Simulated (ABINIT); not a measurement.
# BP (F-43m): G0W0 with ABINIT, start to end, part 2 of 2

How does a plane-wave GW calculation on BP (F-43m) run from the first input to the gap?

ABINIT 10.8.3; PBE and many-body steps on it, plane waves. Known limits of the many-body steps: not at the basis limit; coarse k mesh.

So far. Step 2 (Ground state): The gap is indirect, with the least direct gap 2.13 eV higher. Step 3 (Bands along the symmetry lines): The gap is 1.260 eV, −0.020 eV from the run before at this level.

### 4. Empty states on the mesh, 4×4×4 mesh, 21 bands

Level of this step: DFT, PBE, plane waves, norm-conserving pseudopotentials (ABINIT).

The sums over transitions need many empty states on a uniform mesh; this step solves for them.

File run.abi:

```
acell 3*1.0 Angstrom
rprim 
  0.000000000000 2.269000000000 2.269000000000
  2.269000000000 0.000000000000 2.269000000000
  2.269000000000 2.269000000000 0.000000000000
ntypat 2
znucl 5 15
natom 2
typat 1 2
xred 
  0.000000000000 0.000000000000 0.000000000000
  0.250000000000 0.250000000000 0.250000000000
pp_dirpath "pseudos"
pseudos "B.upf, P.upf"
ecut 34
ngkpt 4 4 4
nshiftk 1
shiftk 0 0 0
kptopt 1
chksymbreak 0
iscf -2
irdden 1
istwfk *1
nband 21
nbdbuf 4
tolwfr 1e-09
nstep 60
prtvol 0
indata_prefix "in"
outdata_prefix "out"
tmpdata_prefix "tmp"
```

Command:

```console
OMP_NUM_THREADS=1 mpirun -n 4 abinit run.abi > log
```

Numbers of over 12 decimals in the logs are rounded to 6 here.

The program printed:

```text
.Version 10.8.3 of ABINIT. v10.8.2 released Aug 2026.

 Symmetries : space group F-4 3 m (#216); Bravais cF (face-center cubic)
[... echo of the input left out ...]
== DATASET  1 ==================================================================
-   mpi_nproc: 4, omp_nthreads: 1 (-1 if OMP is not activated)

--- !DatasetInfo
iteration_state: {dtset: 1, }
dimensions: {natom: 2, nkpt: 8, mband: 21, nsppol: 1, nspinor: 1, nspden: 1, mpw: 1524, }
cutoff_energies: {ecut:  34.0, pawecutdg:  -1.0, }
electrons: {nelect:   8.00000000E+00, charge:   0.00000000E+00, occopt:   1.00000000E+00, tsmear:   1.00000000E-02, }

 Real(R)+Recip(G) space primitive vectors, cartesian coordinates (Bohr,Bohr^-1):
 R(1)=  0.0000000  4.2877886  4.2877886  G(1)= -0.1166102  0.1166102  0.1166102
 R(2)=  4.2877886  0.0000000  4.2877886  G(2)=  0.1166102 -0.1166102  0.1166102
 R(3)=  4.2877886  4.2877886  0.0000000  G(3)=  0.1166102  0.1166102 -0.1166102
 Unit cell volume ucvol=  1.5766311E+02 bohr^3
 Angles (23,13,12)=  6.00000000E+01  6.00000000E+01  6.00000000E+01 degrees

 getcut: wavevector=  0.0000  0.0000  0.0000  ngfft=  32  32  32
         ecut(hartree)=     34.000   => boxcut(ratio)=   2.01047

--- Pseudopotential description ------------------------------------------------
- B Generated using ONCVPSP code by D. R. Hamann
-  5.00000   3.00000  171031                  znucl, zion, pspdat
12 -101130 1 -1 1534                          pspcod,pspxc,lmax,lloc,mmax
     nproj     2     2     0
  pspatm : epsatm=    3.38844616
         --- l  ekb(1:nproj) -->
             0    8.382104    1.234201
             1   -3.719492   -0.867526
 pspatm: atomic psp has been read  and splines computed

- P Generated using ONCVPSP code by D. R. Hamann
- 15.00000   5.00000  171031                  znucl, zion, pspdat
12 -101130 2 -1 1298                          pspcod,pspxc,lmax,lloc,mmax
     nproj     2     2     2
  pspatm : epsatm=    8.05910421
         --- l  ekb(1:nproj) -->
             0    6.598722    1.052341
[...]
pspatm: atomic psp has been read  and splines computed

--------------------------------------------------------------------------------

================================================================================
 prteigrs : about to open file out_EIG
 Non-SCF case, kpt    1 (  0.00000  0.00000  0.00000), residuals and eigenvalues=
  5.17E-10  3.22E-10  4.90E-10  9.04E-10  1.08E-10  1.91E-10  6.12E-10  2.51E-10
  4.24E-10  1.44E-10  3.83E-10  3.16E-10  6.87E-10  7.85E-10  4.93E-10  9.89E-10
  8.09E-10  4.35E-10  4.22E-10  1.21E-05  3.10E-04
 -3.0111E-01  2.6701E-01  2.6701E-01  2.6701E-01  3.9220E-01  3.9220E-01
  3.9220E-01  5.3740E-01  6.9047E-01  7.0970E-01  7.0970E-01  8.4388E-01
  8.4388E-01  8.4388E-01  1.0582E+00  1.3818E+00  1.3818E+00  1.3818E+00
[...]
prteigrs : prtvol=0 or 1, do not print more k-points.

--- !ResultsGS
iteration_state: {dtset: 1, }
comment   : Summary of ground state results
lattice_vectors:
- [  0.0000000,   4.2877886,   4.2877886, ]
- [  4.2877886,   0.0000000,   4.2877886, ]
- [  4.2877886,   4.2877886,   0.0000000, ]
lattice_lengths: [   6.06385,    6.06385,    6.06385, ]
lattice_angles: [ 60.000,  60.000,  60.000, ] # degrees, (23, 13, 12)
lattice_volume:   1.5766311E+02
convergence: {deltae:  0.000E+00, res2:  0.000E+00, residm:  9.939E-10, diffor:  0.000E+00, }
etotal    :  -9.89670974E+00
entropy   :   0.00000000E+00
fermie    :   2.67006735E-01
cartesian_stress_tensor: null
pressure_GPa: null
xred      :
- [  0.0000E+00,   0.0000E+00,   0.0000E+00,  B]
- [  2.5000E-01,   2.5000E-01,   2.5000E-01,  P]
cartesian_forces: null
force_length_stats: {min: null, max: null, mean: null, }

 Integrated electronic density in atomic spheres:
 ------------------------------------------------
 Atom  Sphere_radius  Integrated_density
[...]
================================================================================

 ----iterations are completed or convergence reached----

 Mean square residual over all n,k,spin=   47.460E-11; max=  99.393E-11
 reduced coordinates (array xred) for    2 atoms
       0.000000000000      0.000000000000      0.000000000000
       0.250000000000      0.250000000000      0.250000000000

 cartesian coordinates (angstrom) at end:
    1      0.000000     0.000000     0.000000
    2      1.134500     1.134500     1.134500
 length scales=  1.889726125908  1.889726125908  1.889726125908 bohr
              =  1.000000000000  1.000000000000  1.000000000000 angstroms
 prteigrs : about to open file out_EIG
 Eigenvalues (hartree) for nkpt=   8  k points:
 kpt#   1, nband= 21, wtk=  0.01563, kpt=  0.0000  0.0000  0.0000 (reduced coord)
  -0.30111    0.26701    0.26701    0.26701    0.39220    0.39220    0.39220    0.53740
   0.69047    0.70970    0.70970    0.84388    0.84388    0.84388    1.05819    1.38180
   1.38180    1.38180    1.61399    1.61402    1.61470
 prteigrs : prtvol=0 or 1, do not print more k-points.

== END DATASET(S) ==============================================================
================================================================================

 -outvars: echo values of variables after computation  --------
            nband          21
             nkpt           8
          spgroup         216
 [... the other variables as echoed above ...]

 Calculation completed.
```

Wall time 2.1 s (4 MPI ranks of Arm Neoverse V2, shared host); peak memory 0.07 GiB; 8 s of CPU time.

Numbers from this step:

```yaml
gap: 1.347 eV
k_of_the_valence_top: 0, 0, 0
k_of_the_conduction_bottom: 0.5, 0.5, 0
least_direct_gap: 3.407 eV
k_points_computed: 8
lowest_point_of_the_top_converged_band_above_the_valence_top: 25.79 eV
```

On this mesh the gap is 1.347 eV. The earlier step found 1.280 eV, so this mesh misses an edge.

### 5. Screening, 4×4×4 mesh, 17 bands, screening to 87.1 eV

The RPA dielectric matrix is built and inverted for each q.

This step: RPA screening on PBE, plane waves, norm-conserving pseudopotentials.

Changes to run.abi since step 4:

```diff
@@ -20,10 +20,11 @@
 chksymbreak 0
-iscf -2
-irdden 1
 istwfk *1
-nband 21
-nbdbuf 4
-tolwfr 1e-09
-nstep 60
-prtvol 0
+occopt 1
+irdwfk 1
+optdriver 3
+nband 17
+ecuteps 3.2
+inclvkb 2
+awtr 1
+symchi 1
 indata_prefix "in"
```

The program printed:

```text
.Version 10.8.3 of ABINIT. v10.8.2 released Aug 2026.

 Symmetries : space group F-4 3 m (#216); Bravais cF (face-center cubic)
[... echo of the input left out ...]
== DATASET  1 ==================================================================
-   mpi_nproc: 4, omp_nthreads: 1 (-1 if OMP is not activated)

--- !DatasetInfo
iteration_state: {dtset: 1, }
dimensions: {natom: 2, nkpt: 8, mband: 17, nsppol: 1, nspinor: 1, nspden: 1, mpw: 1524, }
cutoff_energies: {ecut:  34.0, pawecutdg:  -1.0, }
electrons: {nelect:   8.00000000E+00, charge:   0.00000000E+00, occopt:   1.00000000E+00, tsmear:   1.00000000E-02, }

 SCREENING: Calculation of the susceptibility and dielectric matrices

 Based on a program developped by R.W. Godby, V. Olevano, G. Onida, and L. Reining.
 Incorporated in ABINIT by V. Olevano, G.-M. Rignanese, and M. Torrent.
.Using double precision arithmetic ; gwpc =  8

[... cell and pseudopotentials left out ...]
--------------------------------------------------------------------------------

 ==== K-mesh for the wavefunctions ====
 Number of points in the irreducible wedge :     8
[... list of points left out ...]
 Together with 24 symmetry operations and time-reversal symmetry
 yields    64 points in the full Brillouin Zone.

 ==== Q-mesh for the screening function ====
 Number of points in the irreducible wedge :     8
[... list of points left out ...]
 Together with 24 symmetry operations and time-reversal symmetry
 yields    64 points in the full Brillouin Zone.

 setmesh: FFT mesh size selected  =    24x   24x   24
          total number of points  =        13824

 vcoul_init : cutoff-mode = AUXILIARY_FUNCTION
 q-points for optical limit:   1
     1)      0.000010    0.000020    0.000030

- screening: taking advantage of time-reversal symmetry
- Maximum band index for partially occupied states nbvw = 4
- Remaining bands to be divided among processors   nbcw = 13
- Number of bands treated by each node ~3

 Number of electrons calculated from density =    8.0000; Expected =    8.0000
 average of density, n =  0.050741
 r_s =    1.6757
 omega_plasma =   21.7288 [eV]

 calculating chi0 at frequencies [eV] :
  1    0.000000E+00    0.000000E+00
  2    0.000000E+00    2.172879E+01

--------------------------------------------------------------------------------
  q-point number  1        q = ( 0.000000, 0.000000, 0.000000) [r.l.u.]
--------------------------------------------------------------------------------
[... chi0 elements left out ...]
 For q-point:  0.000010 0.000020 0.000030
  dielectric constant =  12.8377
  dielectric constant without local fields =  13.9002

  Average fulfillment of the sum rule on Im[epsilon] for q-point    1 :     36.43  [%]
[... wings left out ...]
  q-point number  2        q = ( 0.250000, 0.000000, 0.000000) [r.l.u.]
--------------------------------------------------------------------------------
[... chi0 elements left out ...]
  Average fulfillment of the sum rule on Im[epsilon] for q-point    2 :     73.45  [%]

 [... 6 further q-points ...]
```

Elapsed: 2.2 s, on 4 MPI ranks; peak memory 0.08 GiB; 8.5 s of CPU time.

Numbers from this step:

| Property | Result |
| --- | --- |
| ε∞ with local fields, on this mesh, along the program's q direction | 12.84 |
| the same without local fields | 13.90 |
| plasma frequency | 21.73 eV |
| plane waves in the screening matrix | 51 |

Local fields lower ε∞ by 8 %. On a Γ-centred mesh this coarse the value itself is usually too large, while a short band sum pulls it down.

### 6. Self-energy, 4×4×4 mesh, 17 bands, screening to 87.1 eV

The self-energy is evaluated for the states that the input lists, and the levels follow from it, in one-shot runs by the linearised quasiparticle equation.

This step: G0W0 on PBE, plane waves, norm-conserving pseudopotentials.

Changes to run.abi since step 5:

```diff
@@ -23,8 +23,17 @@
 irdwfk 1
-optdriver 3
+optdriver 4
 nband 17
+gwcalctyp 0
+ecutsigx 34
+symsigma 1
+nkptgw 2
+kptgw 
+  0.0000000000 0.0000000000 0.0000000000
+  0.5000000000 0.5000000000 0.0000000000
+bdgw 
+  2 7
+  3 6
 ecuteps 3.2
-inclvkb 2
-awtr 1
-symchi 1
+irdscr 1
+ppmodel 1
 indata_prefix "in"
```

The program printed:

```text
.Version 10.8.3 of ABINIT. v10.8.2 released Aug 2026.

 Symmetries : space group F-4 3 m (#216); Bravais cF (face-center cubic)
[... echo of the input left out ...]
== DATASET  1 ==================================================================
-   mpi_nproc: 4, omp_nthreads: 1 (-1 if OMP is not activated)

--- !DatasetInfo
iteration_state: {dtset: 1, }
dimensions: {natom: 2, nkpt: 8, mband: 17, nsppol: 1, nspinor: 1, nspden: 1, mpw: 1524, }
cutoff_energies: {ecut:  34.0, pawecutdg:  -1.0, }
electrons: {nelect:   8.00000000E+00, charge:   0.00000000E+00, occopt:   1.00000000E+00, tsmear:   1.00000000E-02, }

 SIGMA: Calculation of the GW corrections

 Based on a program developped by R.W. Godby, V. Olevano, G. Onida, and L. Reining.
 Incorporated in ABINIT by V. Olevano, G.-M. Rignanese, and M. Torrent.
.Using double precision arithmetic ; gwpc =  8

[... cell and pseudopotentials left out ...]
--------------------------------------------------------------------------------

 ==== K-mesh for the wavefunctions ====
 Number of points in the irreducible wedge :     8
[... list of points left out ...]
 Together with 24 symmetry operations and time-reversal symmetry
 yields    64 points in the full Brillouin Zone.

 ==== Q-mesh for screening function ====
 Number of points in the irreducible wedge :     8
[... list of points left out ...]
 Together with 24 symmetry operations and time-reversal symmetry
 yields    64 points in the full Brillouin Zone.

 vcoul_init : cutoff-mode = AUXILIARY_FUNCTION
 q-points for optical limit:   1
     1)      0.000010    0.000020    0.000030
 setmesh: FFT mesh size selected  =    32x   32x   32
          total number of points  =        32768

 Number of electrons calculated from density =    8.0000; Expected =    8.0000
 average of density, n =  0.050741
 r_s =    1.6757
 omega_plasma =   21.7288 [eV]

 === KS Band Gaps ===
  >>>> For spin  1
   Minimum direct gap =   3.4068 [eV], located at k-point      :   0.0000  0.0000  0.0000
   Fundamental gap    =   1.3473 [eV], Top of valence bands at :   0.0000  0.0000  0.0000
                                       Bottom of conduction at :   0.5000  0.5000  0.0000
 SIGMA fundamental parameters:
 PLASMON POLE MODEL  1
 number of plane-waves for SigmaX                 1459
 number of plane-waves for SigmaC and W             51
 number of plane-waves for wavefunctions          1459
 number of bands                                    17
 number of independent spin polarizations            1
 number of spinorial components                      1
 number of k-points in IBZ                           8
 number of q-points in IBZ                           8
 number of symmetry operations                      24
 number of k-points in BZ                           64
 number of q-points in BZ                           64
 number of frequencies for dSigma/dE                 9
 frequency step for dSigma/dE [eV]                0.25
 number of omega for Sigma on real axis              0
 max omega for Sigma on real axis  [eV]           0.00
 zcut for avoiding poles [eV]                     0.10

 EPSILON^-1 parameters (SCR file):
 dimension of the eps^-1 matrix on file             51
 dimension of the eps^-1 matrix used                51
 number of plane-waves for wavefunctions          1459
 number of bands                                    17
 number of q-points in IBZ                           8
 number of frequencies                               2
 number of real frequencies                          1
 number of imag frequencies                          1

 matrix elements of self-energy operator (all in [eV])

 Perturbative Calculation

--- !SelfEnergy_ee
iteration_state: {dtset: 1, }
kpoint     : [   0.000,    0.000,    0.000, ]
spin       : 1
KS_gap     :    3.407
QP_gap     :    4.203
Delta_QP_KS:    0.796
data: !SigmaeeData |
     Band     E0 <VxcDFT>   SigX SigC(E0)      Z dSigC/dE  Sig(E)    E-E0       E
        2   7.266 -13.315 -15.260   2.271   0.801  -0.249 -13.054   0.261   7.526
        3   7.266 -13.315 -15.260   2.271   0.801  -0.249 -13.054   0.261   7.526
        4   7.266 -13.315 -15.260   2.271   0.801  -0.249 -13.054   0.261   7.526
        5  10.672 -12.021  -7.049  -3.656   0.803  -0.246 -10.964   1.057  11.729
        6  10.672 -12.021  -7.049  -3.656   0.803  -0.246 -10.964   1.057  11.729
        7  10.672 -12.021  -7.049  -3.656   0.803  -0.246 -10.964   1.057  11.729

--- !SelfEnergy_ee
iteration_state: {dtset: 1, }
kpoint     : [   0.500,    0.500,    0.000, ]
spin       : 1
KS_gap     :    5.461
QP_gap     :    6.329
Delta_QP_KS:    0.868
data: !SigmaeeData |
     Band     E0 <VxcDFT>   SigX SigC(E0)      Z dSigC/dE  Sig(E)    E-E0       E
        3   3.152 -12.501 -16.052   3.429   0.780  -0.282 -12.596  -0.095   3.057
        4   3.152 -12.501 -16.052   3.429   0.780  -0.282 -12.596  -0.095   3.057
        5   8.613 -10.805  -6.333  -3.522   0.813  -0.230 -10.032   0.773   9.386
        6   8.933 -10.660  -6.086  -3.559   0.818  -0.223  -9.830   0.830   9.763

== END DATASET(S) ==============================================================
================================================================================

 -outvars: echo values of variables after computation  --------
           etotal      0.0000000000E+00
            nband          17
             nkpt           8
          spgroup         216
 [... the other variables as echoed above ...]

 Calculation completed.
```

The job ended after 1.9 s (4 MPI ranks; peak memory 0.09 GiB).

This step gave:

```yaml
g0w0_gap_on_the_points_computed: 1.860 eV
starting_gap_on_the_mesh: 1.347 eV
k_of_the_valence_top: 0, 0, 0
k_of_the_conduction_bottom: 0.5, 0.5, 0
z_at_the_valence_top: 0.801
z_at_the_conduction_bottom: 0.813
least_direct_g0w0_gap_on_the_computed_points: 4.203 eV
```

The gap on the mesh goes from 1.35 eV to 1.86 eV, a correction of +0.51 eV. The start differs from the 1.28 eV found before because the two sample other k points.

Limits: finite bands, cutoff and mesh; coarse k mesh. v1 is the top filled band, c1 the lowest empty one. The levels before and after the correction (eV, zero at the valence-band top of each column):

```tsv
	conduction bottom	valence top
Kohn-Sham	1.35	0.00
G0W0	1.86	0.00
```

```tsv
	level	energy (eV)
Kohn-Sham	Γ v3-v1	0.000
Kohn-Sham	Γ c1-c3	3.407
Kohn-Sham	(0.5 0.5 0) v2-v1	-4.114
Kohn-Sham	(0.5 0.5 0) c1	1.347
Kohn-Sham	(0.5 0.5 0) c2	1.667
G0W0	Γ v3-v1	0.000
G0W0	Γ c1-c3	4.203
G0W0	(0.5 0.5 0) v2-v1	-4.469
G0W0	(0.5 0.5 0) c1	1.860
G0W0	(0.5 0.5 0) c2	2.237
```

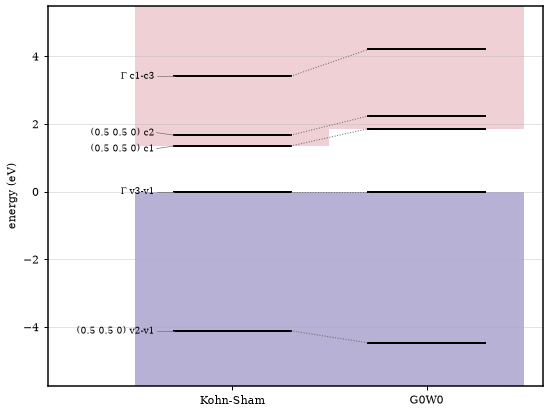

Levels before and after the correction. Shaded: valence and conduction bands.

### 7. Where the time went

Times are wall times on 4 MPI ranks of Arm Neoverse V2, shared host, good to a factor of about two.

```tsv
step	time	share	memory (GiB)
ground state	3.3 s	26 %	0.26
bands along the symmetry lines	3.1 s	25 %	0.24
empty states on the mesh	2.1 s	17 %	0.07
screening	2.2 s	17 %	0.08
self-energy	1.9 s	15 %	0.09
```

### 8. Summary of results

| Property | Result |
| --- | --- |
| PBE gap | 1.26 eV, indirect |
| G0W0 gap on the mesh | 1.86 eV |
| G0W0 gap over the zone (rigid shift) | 1.77 eV |
| GW settings | 4×4×4 mesh, 17 bands, screening to 87.1 eV, Godby-Needs plasmon pole |
| known limits | not at the basis limit; coarse k mesh |

In words: G0W0 moves the gap on the mesh from 1.35 eV to 1.86 eV (+0.51 eV), with Z of 0.80 and 0.81 at the edges. The mesh misses the band edges by 0.09 eV in all; a rigid shift gives 1.77 eV for the zone. Local fields lower the RPA ε∞ on this mesh from 13.90 to 12.84; a Γ-centred mesh this coarse tends to raise both, most where the direct gap is narrow, while a short band sum lowers them. Only 2 of the mesh's irreducible points were corrected, so a valley elsewhere could overtake. Bands and cutoff are finite, so the gap is not at the basis limit. The miss can reach some tenths of an eV and take either sign; the mesh is an error of its own. In the G0W0 run levels were corrected at 2 k points alone, so a gap called «on the mesh» is the least over those, and an edge elsewhere would be missed. A denser mesh or path gives a starting gap of 1.26 eV: the GW mesh misses a band edge, so its gaps are not the fundamental one. The 4×4×4 mesh is coarse for this cell, which bears on the long-range parts of exchange and screening.

[Paths, hosts, dates, memory and timing lines, banners, echoed tables and standing remarks are left out of the program output.]

[Logs are printed without paths, hosts, clocks, repeated set-up lines and the standing remarks that a program may print on its own settings, such as how far it seeks lower states.]

[Runs of the session that timed out or met a known fault of the program may be left out.]

[Hosts, paths, dates, database ids (printed as entryN), source tags and the programs' standing remarks are cut or masked in the printed files.]

[G0W0 gaps are taken among the corrected bands and points alone; a level outside them can change the order at an edge.]

[Where Ansatz stands beside ABINIT at settings called matched, ABINIT's density can come from a denser mesh and the files from another edition; pairs whose starting gaps differed by over 0.03 eV were left out, so agreement reads better than it is.]
